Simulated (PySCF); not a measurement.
H4Nb, doublet.

Method: TPSS/def2-SVPD; geometry: GFN2-xTB; program: PySCF. Core potentials replace the inner electrons of Nb; spin–orbit coupling isn't included. This is a single-reference result, which may miss multireference character in this system. No frequency check shows the geometry to be a minimum. The stability of the open-shell solution wasn't checked. GFN2-xTB bond lengths at metals and heavier atoms can be off by up to 0.1 Å and shapes distorted, which carries into these values. GFN2-xTB doesn't know the spin state, so this open-shell geometry is rough.

Cartesian coordinates (Å):

```
Nb1      0.0000    0.0000    0.0000
H2      -0.1903   -1.4134   -1.0084
H3       0.1903    1.4134   -1.0084
H4       1.4134   -0.1903    1.0084
H5      -1.4134    0.1903    1.0084
```

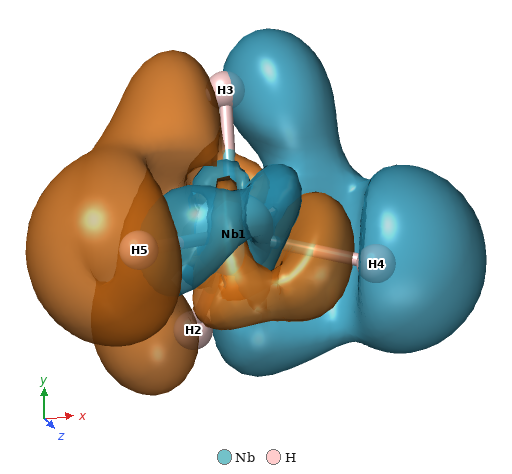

Change of the electron density in a uniform field of 0.10 V/Å, surfaces at ±0.0006 e/Å³ (light blue: gain, orange: loss).

The field was applied in both directions; the picture shows the one opposite to the script's first.

Q: Along which Cartesian direction does the field point?

A: Along −x: electrons gather on the +x side, against the field.

Q: How large is the response?

A: The induced dipole is 0.27 D (along the field); α along this axis, from the fields in both directions, is 52 bohr³ (7.7 Å³).
